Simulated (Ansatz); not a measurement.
System: CaAl$_{4}$O.

Input

```
crystal:
  lattice:
    - [5.5857132615, 0.0, 0.0]
    - [-2.7928566308, 4.8373695828, 0.0]
    - [0.0, 0.0, 4.0314897722]
  atoms:
    - { symbol: Ca, position: [0.0, 0.0, 0.0] }
    - { symbol: Al, position: [0.6666666667, 0.3333333333, 0.0] }
    - { symbol: Al, position: [0.0184789729, 0.5092394865, 0.5] }
    - { symbol: Al, position: [0.4907605135, 0.5092394865, 0.5] }
    - { symbol: Al, position: [0.4907605135, 0.9815210271, 0.5] }
    - { symbol: O, position: [0.3333333333, 0.6666666667, 0.0] }
basis:
  ecutwfc: 420
kpoints:
  mp_grid: { grid: [12, 12, 10] }
hamiltonian:
  xc: pbe
scf:
  occupations: { method: gaussian, width: 0.1 }
output:
  forces: true
  stress: true
  eigenvalues: true
  write_density: true
  write_potential: true
  elf: true
  volumetric_format: npy
relax:
  adjacent_minimum: "off"
  f_tol: 0.01
  max_steps: 80
  cell: { stress_tol: 0.05 }
```

Launched as:

```sh
ansatz run input.yaml --threads 1 --pin off --max-ram 2560MiB --backend cpu --events-out ev --progress --plain --runs-dir out
```

Below, planes, directions and counts refer to the conventional cell (a = 5.63 Å, b = 5.63 Å, c = 3.99 Å, α = 90.00°, β = 90.00°, γ = 120.00°).

The fields are those of the run's last geometry, not of the input's.

Space group P-6m2; a structure generated by program, which may or may not match a known phase.

Level of theory: Ansatz 0.2.0, DFT PBE, scalar-relativistic, plane waves, PAW.

### What will maps of the valence pseudo-density and electron localisation function show?

Al–O (2.52 Å): ρ is about 0.2 e/Å³ halfway; the ELF is about 0.25 at the midpoint: no shared electron pair shows on this line.
Ca–O (3.25 Å): ρ is about 0.05 e/Å³ halfway; the ELF is about 0.05 at the midpoint: no shared electron pair shows on this line.

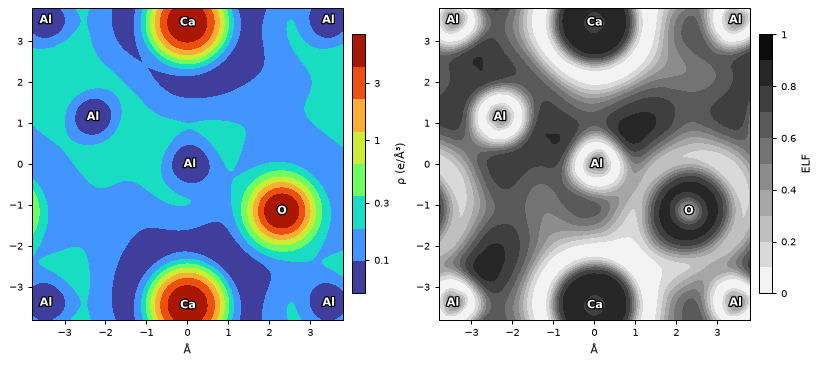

Computed valence pseudo-density and electron localisation function on the (111) plane of the conventional cell, in this order. 
